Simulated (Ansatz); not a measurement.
AlFH2···HCl

Input

```
crystal:
  periodic: [false, false, false]
  atoms:
    - { symbol: Al, position_ang: [0.0, 0.0, 0.0] }
    - { symbol: Cl, position_ang: [0.0, 0.0, 2.58] }
    - { symbol: H, position_ang: [1.351, 0.0, -0.78] }
    - { symbol: H, position_ang: [-1.351, 0.0, -0.78] }
    - { symbol: F, position_ang: [0.0832, -1.8866, 0.6275] }
    - { symbol: H, position_ang: [0.0621, -1.4096, 1.7633] }
basis:
  gaussian: { orbitals: def2-SVP }
hamiltonian:
  xc: hf
relax:
  f_tol: 0.15
  max_steps: 25
  restrain:
    - { distance: [0, 4], at: 1.69, k: 30.0 }
    - { distance: [5, 1], at: 1.37, k: 30.0 }
    - { distance: [0, 1], at: 3.43, k: 30.0 }
    - { distance: [5, 4], at: 2.12, k: 30.0 }
output:
  orbitals: {}
```

Command:

```sh
ansatz run input.yaml --threads 1 --pin off --max-ram 2048MiB --backend cpu --events-out ev --progress --plain --runs-dir out
```

The fields are those of the run's last geometry, not of the input's.

Not at a stationary point (largest force 1.5 eV/Å).

Method: Ansatz 0.2.0, RHF/def2-SVP.

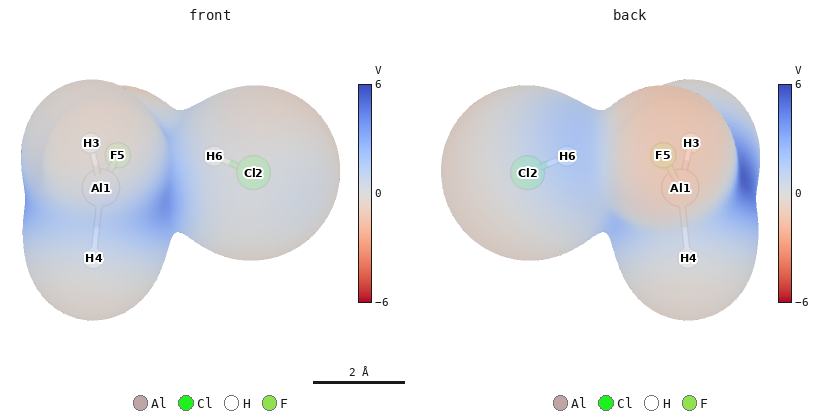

Figure 1. The electrostatic potential painted on the density surface at 0.002 e/bohr³, seen from the front and from behind; red is negative and blue positive.

**Which sites attract a positive test charge, and which a negative one?**

A positive charge is drawn to the negative regions and a negative charge to the positive ones. The most negative region (about −1.3 V) lies over F5, the most positive (about +5.2 V) over Al1.

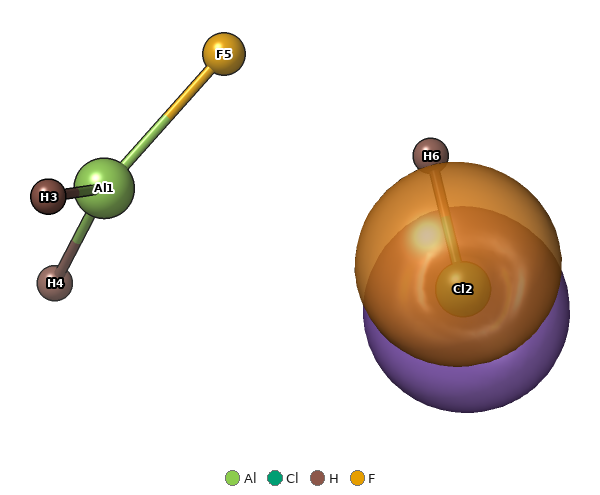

Figure 2. The HOMO−1 at ±0.2 Å⁻³ᐟ² (orange and purple are the two phases), seen from one side.

**Describe this orbital and give its energy.**

Its weight (Hirshfeld) is mainly on Cl2 (about 95 %); largely a lone pair of Cl2. Its energy is −12.97 eV.

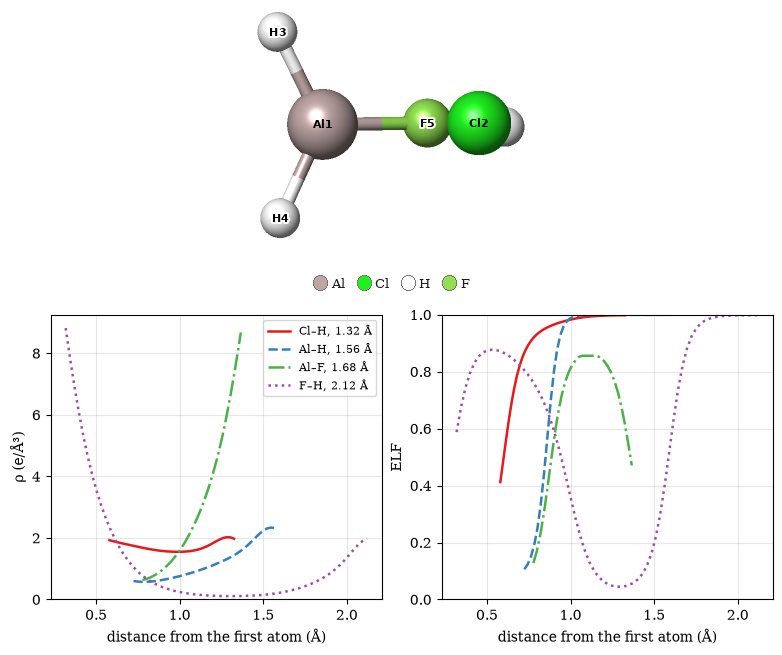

Figure 3. Total electron density and electron localisation function along straight lines between neighbouring atoms. The curves leave out the atomic cores. The structure is drawn too.

**Compare the contacts.**

Cl–H (1.32 Å): ρ at the midpoint is about 1.8 e/Å³; the ELF climbs to about 1 towards the hydrogen, as it does in any bond to H: an ordinary covalent bond to hydrogen.
Al–H (1.56 Å): ρ is about 0.57 e/Å³ halfway; the ELF climbs to about 1 towards the hydrogen.
Al–F (1.68 Å): ρ at the midpoint is about 0.76 e/Å³; the ELF peaks at about 0.85 in the valence shell of F, 0.6 Å from its nucleus, and is about 0.30 at the midpoint.
F5···H6 (2.12 Å): the density falls to about 0.11 e/Å³ on the way; the ELF dips to about 0.05 between them.
